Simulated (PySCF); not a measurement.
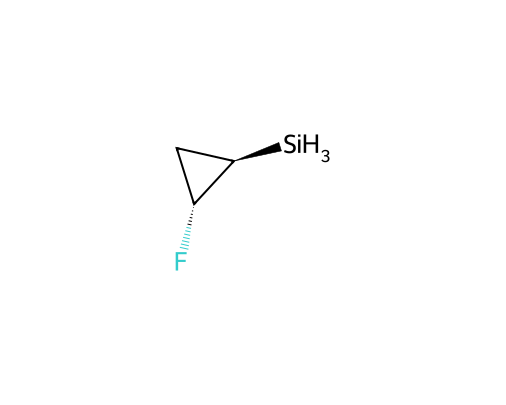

The drawing above gives the connectivity. The computed structure is the end point of a PBE0-D3(BJ)/def2-SVP optimisation. No frequency run is at hand to confirm it as a minimum.

Describe the 3D structure.

Formula C₃H₇FSi. Its SMILES string is `F[C@@H]1C[C@H]1[SiH3]`. Independent rings (smallest set): 1 of 3 members. Among its groups: C–F bond, Si–H bond. The point group is C1. Coordination, clear cases only: 1 Si tetrahedral.

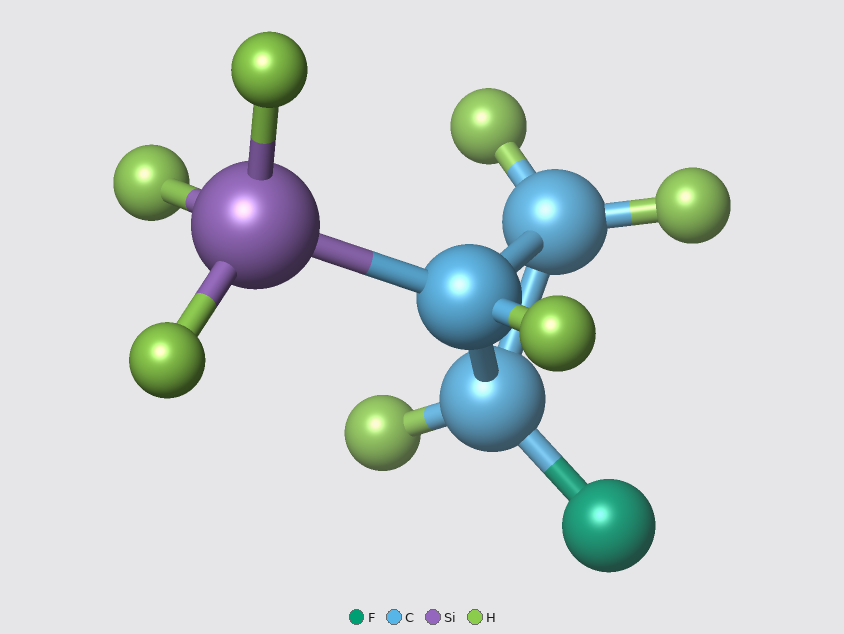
